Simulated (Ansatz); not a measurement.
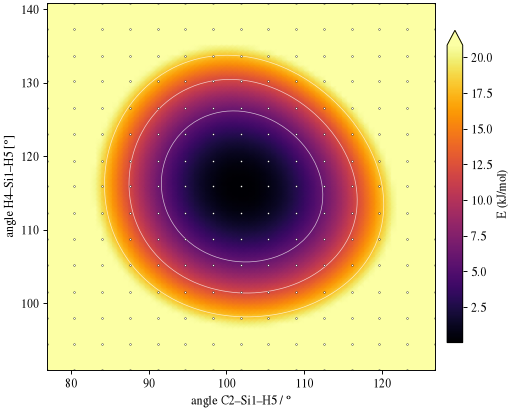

CH3SSi, SMILES [SiH3][C+]=S, charge +1. 
- The first coordinate is: angle C2–Si1–H5; the second: angle H4–Si1–H5.
- Nothing is relaxed (all other coordinates rigid).
- The grid has 15 × 15 points.
- Points are written as (first, second).
- All energies are given in kJ/mol relative to the lowest grid point.
- The calculation used RKS PBE0-D4/def2-TZVP in Ansatz 0.2.0.

The picture shows a smooth colour map with a few white contour lines, dots at the grid points, one colour for all values above the top of the scale. Between grid points the surface is interpolated.

Estimate the position of the minimum and the force constants in these coordinates.

The interpolated minimum is at angle C2–Si1–H5 ≈ 101.9°, angle H4–Si1–H5 ≈ 115.9°. The curvatures there are about 3.8 eV/rad² and 3.9 eV/rad², with a cross term of about 0.3 eV/rad². Round the minimum the two coordinates are weakly coupled (coupling 0.08 in units of the two stiffnesses). (1 eV is 96.5 kJ/mol.)
